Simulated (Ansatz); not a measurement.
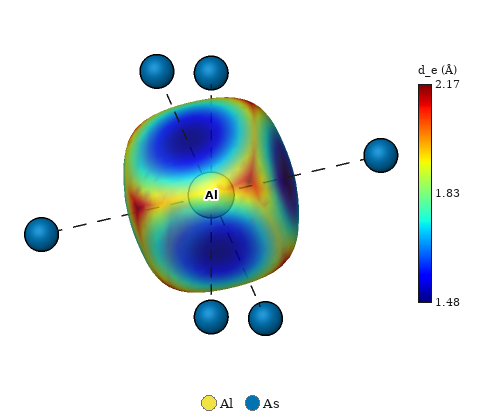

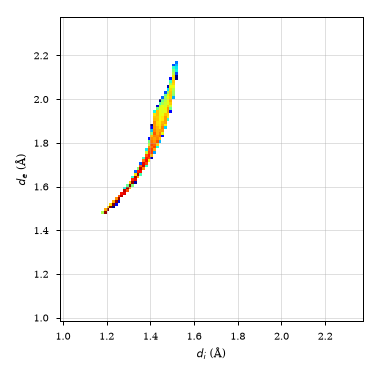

Hirshfeld surface computed for one Al atom in Al$_{3}$GaAs$_{4}$ (Pm-3m), coloured by d_e. Dashed lines lead to the closest neighbours outside. The second picture is its fingerprint plot, coloured by area on a logarithmic scale (blue little, red much).

The surface is where the fragment's share of the procrystal density (the sum of the densities of spherically averaged neutral Hartree-Fock atoms) equals one half. d_i and d_e are the distances from the surface to the nearest nucleus inside and outside.

Source of the atomic positions: the geometry relaxed with DFT, PBE, plane waves, PAW in Ansatz 0.2.0; the starting structure was generated, so it need not be a known form of this composition.

```yaml
crystal:
  lattice:
    - [5.32715, 0.00000, 0.00000]
    - [0.00000, 5.32715, 0.00000]
    - [0.00000, 0.00000, 5.32715]
  atoms:
    - { symbol: Al, position: [0.50000, 0.00000, 0.00000] }
    - { symbol: As, position: [0.00000, 0.50000, 0.50000] }
    - { symbol: Al, position: [0.00000, 0.50000, 0.00000] }
    - { symbol: As, position: [0.50000, 0.00000, 0.50000] }
    - { symbol: Al, position: [0.00000, 0.00000, 0.50000] }
    - { symbol: As, position: [0.50000, 0.50000, 0.00000] }
    - { symbol: Ga, position: [0.50000, 0.50000, 0.50000] }
    - { symbol: As, position: [0.00000, 0.00000, 0.00000] }
```

Question: What is the shortest distance from the fragment to an atom outside it?

Answer: Al–As, 2.66 Å.

Question: How is the surface shared among contacts (nearest atom inside ··· nearest atom outside)?

Answer: Al···As 100 %. The surface faces 6 neighbours with more than 2 % of its area each: 6 As.

Question: Give the size and shape of the surface.

Answer: It encloses about 10.7 Å³, has an area of about 24 Å² and a globularity of 0.97 (1 for a sphere).

Question: Where does the fingerprint reach closest to the origin?

Answer: The smallest d_i + d_e is about 2.7 Å, which belongs to the shortest contact, Al···As at 2.66 Å; d_e runs from 1.48 to 2.17 Å.
